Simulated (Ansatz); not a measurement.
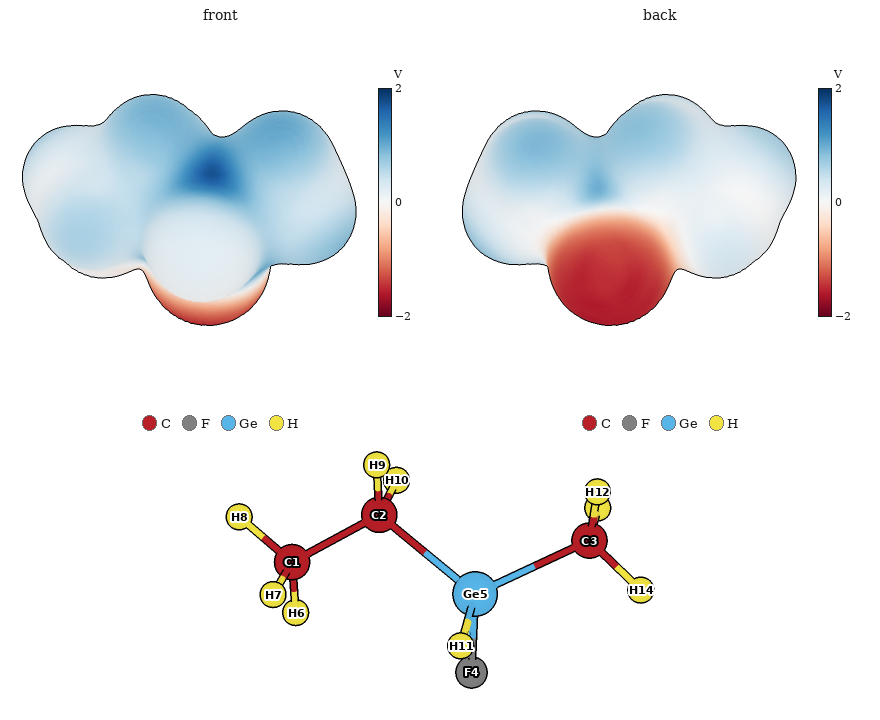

Figure 1: C₃H₉FGe. The molecular electrostatic potential painted on the density surface at 0.002 e/bohr³, seen from the front and from behind; the colour scale runs from red (negative) to blue (positive). The bare structure is drawn below in the same view.

Geometry: r2SCAN-D4/def2-SVP.

Computed with isolated molecule in a Gaussian basis; Kohn-Sham density functional theory, functional PBE0 in Ansatz.

```yaml
atoms:
  - { symbol: C, position_ang: [-0.4757, -1.9810, 1.6631] }
  - { symbol: C, position_ang: [-0.2758, -0.4713, 1.7954] }
  - { symbol: C, position_ang: [-0.2569, 2.3666, 0.1831] }
  - { symbol: F, position_ang: [-1.6992, -0.0501, -0.7401] }
  - { symbol: Ge, position_ang: [-0.2133, 0.4306, 0.0697] }
  - { symbol: H, position_ang: [-1.3938, -2.2077, 1.0987] }
  - { symbol: H, position_ang: [0.3636, -2.4542, 1.1274] }
  - { symbol: H, position_ang: [-0.5557, -2.4692, 2.6479] }
  - { symbol: H, position_ang: [0.6531, -0.2341, 2.3445] }
  - { symbol: H, position_ang: [-1.1007, -0.0117, 2.3681] }
  - { symbol: H, position_ang: [0.9195, -0.0949, -0.8346] }
  - { symbol: H, position_ang: [0.6636, 2.7466, 0.6530] }
  - { symbol: H, position_ang: [-1.1182, 2.6875, 0.7880] }
  - { symbol: H, position_ang: [-0.3462, 2.8105, -0.8193] }
```

> Describe the electrostatic potential map.

The most negative region (about −1.6 V, or −37 kcal/mol for a unit charge) lies over F4, the most positive (about +1.6 V, or +37 kcal/mol for a unit charge) over Ge5.
